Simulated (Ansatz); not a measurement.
Run report: CH8OSi3, single-point calculation

CH8OSi3, computed with RKS PBE0-D4/def2-TZVPP (Ansatz 0.2.0).

The geometry comes from this level: PBE0-D4/def2-TZVP.

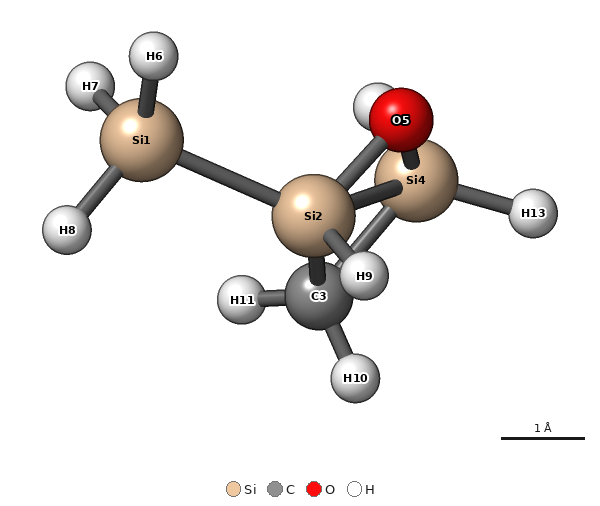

**Figure 1.** The structure as given in the input (ball-and-stick view, seen at a tilt; atoms are numbered from 1 in the order of the input). Bond lengths as drawn: C–H 1.09 Å, C–Si 1.89 Å, H–Si 1.49 Å, O–Si 1.67 to 1.68 Å and Si–Si 2.34 to 2.49 Å.

## Results in brief

| quantity | value |
| --- | --- |
| outcome | converged |
| total energy | −26838.0907 eV |
| mean-field energy | −26837.7926 eV |
| dispersion energy | −0.2981 eV |
| SCF solution under orbital rotations | stable |
| HOMO | −7.73 eV |
| LUMO | −0.78 eV |
| hardware | 4 threads of Arm Neoverse V2, 23 GiB of memory available, shared host |
| wall time | 4.8 s (CPU time 18 s) |
| peak memory | 0.96 GiB |

## Input file
```yaml
crystal:
  periodic: [false, false, false]
  atoms:
    - {symbol: Si, position_ang: [-2.352626, 0.011268, -0.054157]}
    - {symbol: Si, position_ang: [-0.173678, 0.244682, 0.771197]}
    - {symbol: C, position_ang: [1.109793, -0.991253, 0.128692]}
    - {symbol: Si, position_ang: [1.879682, 0.572016, -0.592576]}
    - {symbol: O, position_ang: [0.652623, 1.517401, 0.043809]}
    - {symbol: H, position_ang: [-3.171172, 1.220100, 0.230929]}
    - {symbol: H, position_ang: [-2.312981, -0.209467, -1.525677]}
    - {symbol: H, position_ang: [-3.001333, -1.166837, 0.585616]}
    - {symbol: H, position_ang: [-0.182724, 0.391659, 2.253927]}
    - {symbol: H, position_ang: [1.693239, -1.501825, 0.895097]}
    - {symbol: H, position_ang: [0.751133, -1.718042, -0.600275]}
    - {symbol: H, position_ang: [1.920281, 0.645671, -2.075510]}
    - {symbol: H, position_ang: [3.208264, 0.949929, -0.046072]}
basis:
  gaussian: {orbitals: def2-TZVPP}
hamiltonian: {xc: pbe0, dispersion: d4}
output: {orbitals: {seedname: orbitals}}
```

Command:
```bash
ansatz run in.yaml --threads 4 --pin off --events-out ev --progress --plain --max-ram 10444MiB
```

## The program's output
```
Functional definition: PBE0
  name "PBE0"
  cite "Adamo & Barone, J. Chem. Phys. 110, 6158 (1999) doi:10.1063/1.478522"
  cite "Perdew, Burke & Ernzerhof, Phys. Rev. Lett. 77, 3865 (1996) doi:10.1103/PhysRevLett.77.3865"
  parent pbe
  parameter a = 0.25
  parameter kappa = 0.804
  parameter beta = 0.06672455060314922
  exchange = (1 - a)*pbe_x(kappa = kappa, mu = beta*pi^2/3) + a*exact_x
  correlation = pbe_c(beta = beta)
1676 factors; their error is unknown
mean field evaluation 1: about -26828.7482 eV, gradient 6.8e1 eV
mean field evaluation 2: about -26815.6139 eV, gradient 1.0e2 eV
mean field evaluation 4: about -26837.6226 eV, gradient 7.5e0 eV
mean field evaluation 8: about -26837.7423 eV, gradient 3.9e-2 eV
mean field evaluation 16: about -26837.7926 eV, gradient 2.1e-5 eV
mean field -26837.79257928 eV, -986.2706859793 hartree, gradient 2.1e-5 eV, S^2 0.000000; 0 other end points of the search recorded, 0 dependent functions left out
reference -26837.79261856 eV, -986.2706874230 hartree; 32, 32 occupied and 268, 268 virtual orbitals, 1676 factors
Total energy: -26838.09070499 eV, -986.2816418973 hartree
```

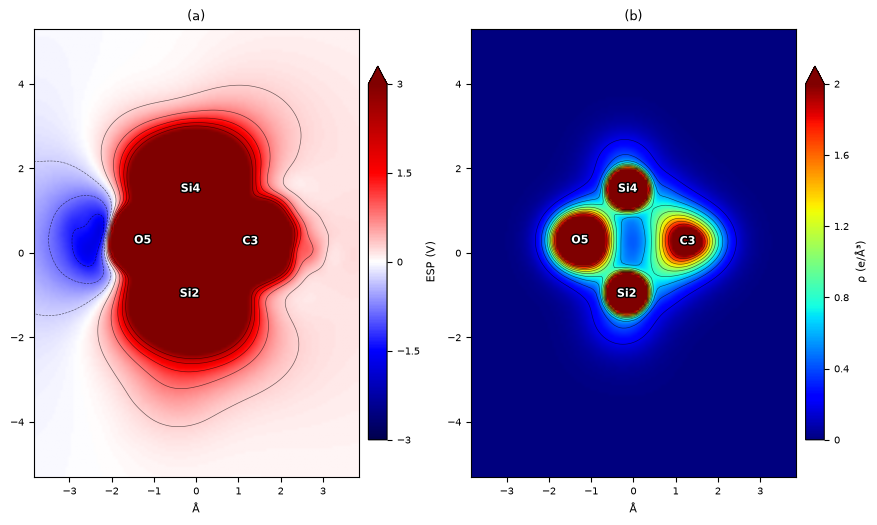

**Figure 2.** (a) electrostatic potential; (b) total electron density on the plane of atoms C3, Si2 and O5. C–Si (1.89 Å): ρ is about 0.93 e/Å³ halfway.

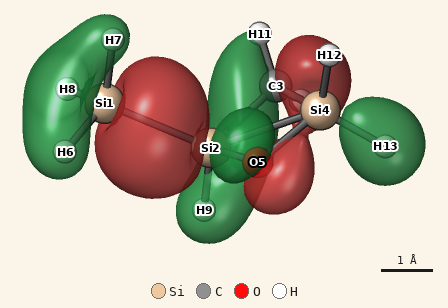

**Figure 3.** One frontier orbital at ±0.08 Å⁻³ᐟ² (green and red are the two phases), seen from the side. The HOMO, at −7.73 eV. By Hirshfeld shares it lies mainly on Si1 (25 %), Si2 (25 %), C3 (15 %) and O5 (10 %).

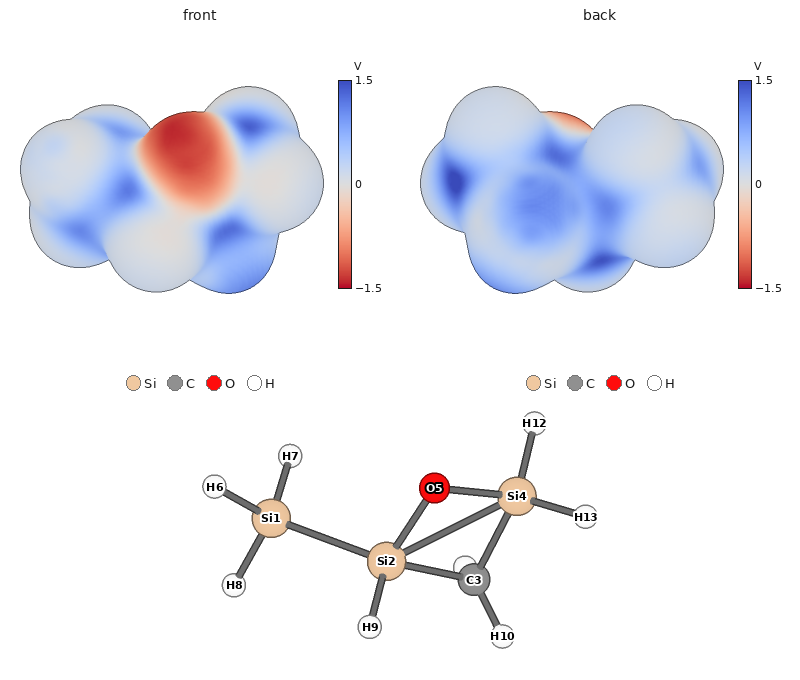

**Figure 4.** The molecular electrostatic potential painted on the density surface at 0.002 e/bohr³, seen at a tilt and from behind; the colour scale runs from red (negative) to blue (positive). The bare structure is drawn below in the same view.

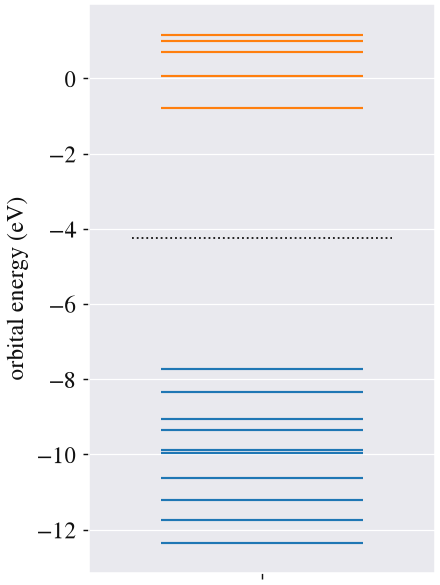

**Figure 5.** Orbital energies near the frontier; the dotted line parts filled from empty levels, and levels within 0.02 eV of each other stand side by side. Highest filled −7.73 eV, lowest empty −0.78 eV, 6.95 eV apart.
